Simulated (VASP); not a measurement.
Band structure of KI (space group Fm-3m). Calculation: PBE GGA, VASP's PBE PAW potentials (set 64) (plane waves; VASP).

Unless said otherwise, spin-orbit coupling is left out, though it shifts the bands of the heavy elements here.

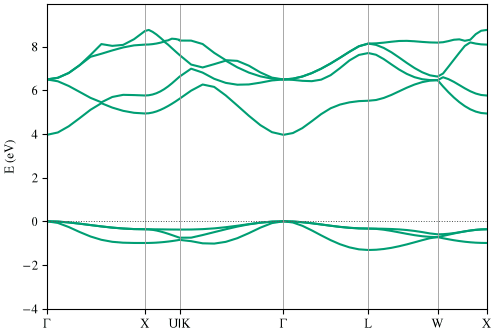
*Bands along high-symmetry lines, zero at the valence-band maximum or, without a gap, the Fermi level*

### Question
Read the plot: is there a gap, and where are the band edges?

### Answer
The gap is direct, 3.96 eV, from the valence maximum at Γ to the conduction minimum at Γ.

The structure is a typed KI crystal. The cell was not relaxed at this level.
